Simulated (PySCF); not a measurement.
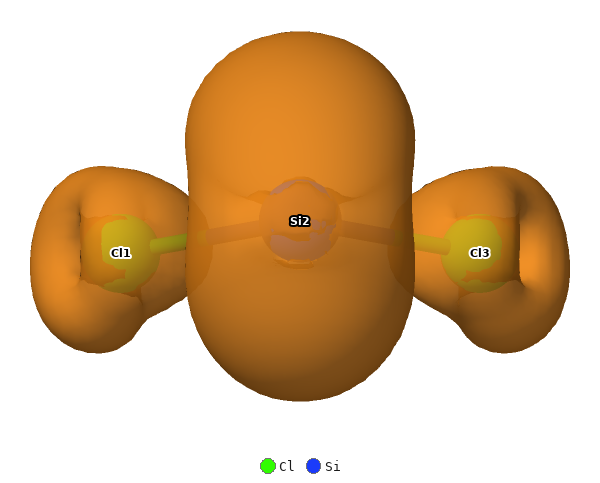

The picture shows: Cl₂Si (triplet). Isosurface of the spin density at +0.03 e/Å³ (orange), seen from one side.

Geometry: GFN2-xTB.

Computed with PySCF 2.14.0, density-fitted response routines, UKS B3LYP, pcH-1 on Cl Si, non-relativistic, mean-field spin-orbit, GIAO.

```tsv
atom	x (Å)	y (Å)	z (Å)
Cl	-1.7560	-0.3655	-0.0034
Si	-0.0006	0.7069	-0.0103
Cl	1.7681	-0.3439	0.0011
```

Question: Which atoms carry the spin?

Answer: The unpaired spin (2 electrons) lies mostly on Si2 (about 1.5), Cl1 (about 0.3) and Cl3 (about 0.3), in electrons by Hirshfeld's partition.
